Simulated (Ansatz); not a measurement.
Fields on a plane of Sn (beta-Sn type, space group I4_1/amd)

```xyz
2
Lattice="-2.9735 2.9735 1.6061 2.9735 -2.9735 1.6061 2.9735 2.9735 -1.6061" Properties=species:S:1:pos:R:3 pbc="T T T"
Sn     0.0000     2.9735     0.8030
Sn     0.0000     0.0000     0.0000
```

The slice is a (-1 1 0) plane (indices of the conventional cell) through the point (0.750, 0.250, 0.500) (fractional), spanned by u = [110] and v = [112] in vectors of this cell: u (3.21 Å) and v (8.41 Å, at 90° to u). It covers one period; positions are fractions (u, v).

Atoms on it: Sn at (0.00, 0.00); Sn at (0.50, 0.50).

Calculation: PBE (plane waves to 420 eV, PAW, scalar-relativistic; Ansatz, a quantum-chemistry and plane-wave program). k mesh 16×16×16. These are valence fields of a PAW run, semicore shells included where kept as valence: close to a nucleus they are smooth pseudo fields. Sn was relaxed with its symmetry unable to fall. The PAW data are Ansatz's earlier set.

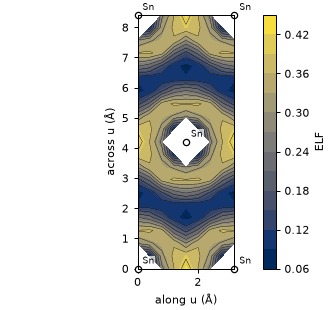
*Electron localisation function (ELF), one period of the plane, atoms marked. Points within 0.5 Å of a nucleus are left white, as the pseudised field means little there.*

```
|87422247|
|54311134|
|22100012|
|10000000|
|00000000|
|00001000|
|00122210|
|11345431|
|22478742|
|23599953|
|22478742|
|11345431|
|00122210|
|00001000|
|00000000|
|10000000|
|22100012|
|54311134|
|87422247|
|99532359|
```
Scale: ten equal steps from -1.30 (start of '0') to 1.11 (end of '9'), in the order '0123456789'. Values: log₁₀ of the valence density in e/Å³. The map has 8 points along u (one character each, u = 0 at the left) and 20 along v (v = 0 in the bottom row). The scale is logarithmic, as a density can span decades between atoms and voids.
